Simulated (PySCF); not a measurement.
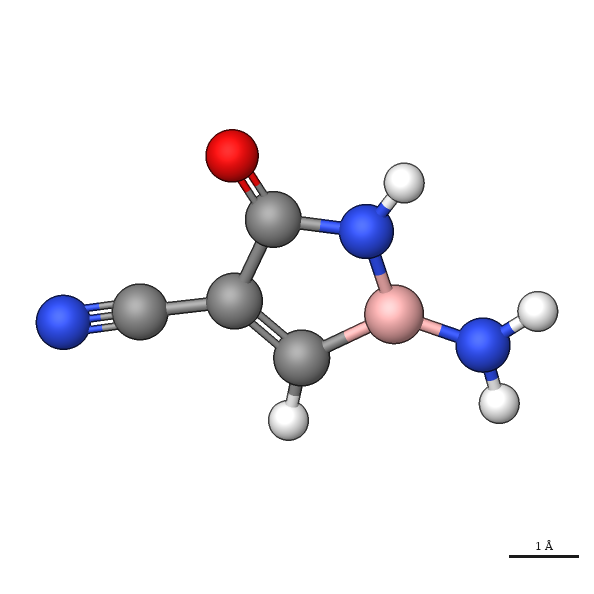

A ball-and-stick model of a molecule. Double and triple bonds are drawn as two and three sticks. Colours: nitrogen blue, carbon grey, boron pink, oxygen red, hydrogen white.

Computed geometry: GFN2-xTB optimisation. No frequency run is at hand to confirm it as a minimum.

Describe the molecule.

Formula C4H4BN3O. Its SMILES string is `N#CC1=CB(N)NC1=O`. Independent rings (smallest set): 1 of 5 members. Among its groups: amide, nitrile, alkene. The point group is Cs. All atoms lie on one plane. Coordination: 1 C linear; 3 C trigonal planar; 1 B trigonal planar; 2 N trigonal planar.

The parts below concern this one geometry. Atoms keep their numbers from picture to picture.

## Electronic properties

No frequency run is at hand to confirm it as a minimum. Properties computed with CAM-B3LYP/def2-SVPD, gas phase (PySCF 2.14.0). Excitations: vertical, linear response.

Estimate the mean static polarisability.

81.7 bohr³.

What is the lowest vertical singlet excitation?

4.17 eV.

Give the brightest of the 8 lowest singlets at this level.

5.62 eV.

Estimate the LUMO energy (Kohn–Sham orbital).

−1.70 eV.

## Quadrupole coupling

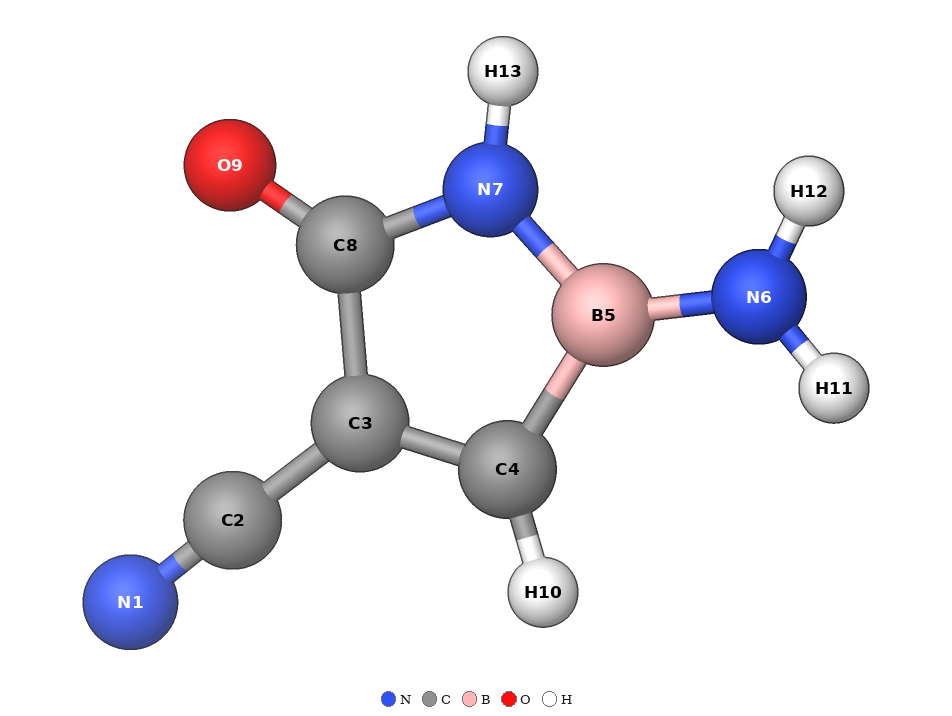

No frequency run is at hand to confirm it as a minimum. Electric field gradients from the ground-state density, B3LYP/pcJ-1 (PySCF 2.14.0), non-relativistic apart from any core potentials.

Give the largest field-gradient component, the quadrupole coupling constant and the asymmetry for 14N at N1 (Q = 20.44 mb), 11B at B5 (Q = 40.59 mb), 14N at N6 (Q = 20.44 mb), 14N at N7 (Q = 20.44 mb), 17O at O9 (Q = −25.6 mb), 2H at H10 (Q = 2.86 mb), 2H at H11 (Q = 2.86 mb).

```tsv
atom	V_zz (a.u.)	e²qQ/h (MHz)	η
N1	−0.996	−4.78	0.01
B5	0.307	2.93	0.25
N6	−0.709	−3.41	0.56
N7	−0.658	−3.16	0.73
O9	−1.725	10.38	0.24
H10	0.320	0.215	0.01
H11	0.410	0.275	0.16
```

## Spin–spin coupling

No frequency run is at hand to confirm it as a minimum. Level of theory: B3LYP/pcJ-1 indirect spin-spin coupling, non-relativistic, gas phase (PySCF 2.14.0). Isotopes: 11B, 13C, 1H, 15N, 17O.

Give the spin–spin coupling constants of these pairs, with the number of bonds between them: B5/N7, B5/N6, B5/C8, B5/H10, B5/H11, B5/H13.

| pair | bonds apart | J (Hz) |
| --- | --- | --- |
| B5, N7 | 1 | −31.3 |
| B5, N6 | 1 | −39.6 |
| B5, C8 | 2 | 8.9 |
| B5, H10 | 2 | 6.2 |
| B5, H11 | 2 | 2.7 |
| B5, H13 | 2 | 5.8 |

The geometry is semi-empirical. Around B such bond lengths and angles can be off by a tenth of an ångström or more and by several degrees, and values that hang on the shape move with them.
